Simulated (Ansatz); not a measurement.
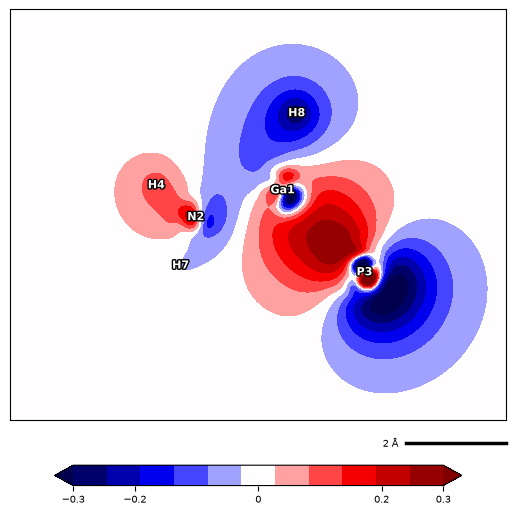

The picture shows: GaH5NP (SMILES [NH2][GaH][PH2]). One frontier orbital on the plane of atoms H4, N2 and H7 (values in Å⁻³ᐟ²; the overall sign is arbitrary).

Geometry: PBE0-D3(BJ)/def2-SVP.

These are results of isolated molecule in a Gaussian basis; Kohn-Sham density functional theory, functional PBE0 (Ansatz 0.2.0), not measurements.

| atom | x (Å) | y (Å) | z (Å) |
| --- | --- | --- | --- |
| Ga | 0.1349 | 0.4210 | 0.6221 |
| N | -1.3704 | 1.4274 | 0.6763 |
| P | 0.6297 | -0.6784 | -1.3593 |
| H | -1.6429 | 1.9929 | 1.4714 |
| H | 0.9496 | -1.9049 | -0.6997 |
| H | -0.7264 | -1.0505 | -1.6149 |
| H | -2.0438 | 1.4960 | -0.0769 |
| H | 1.0619 | 0.4340 | 1.8826 |

Which orbital is it: HOMO or LUMO?

The HOMO, at −7.17 eV. It lies mainly on P3 (about 55 %), N2 (about 15 %) and Ga1 (about 15 %).
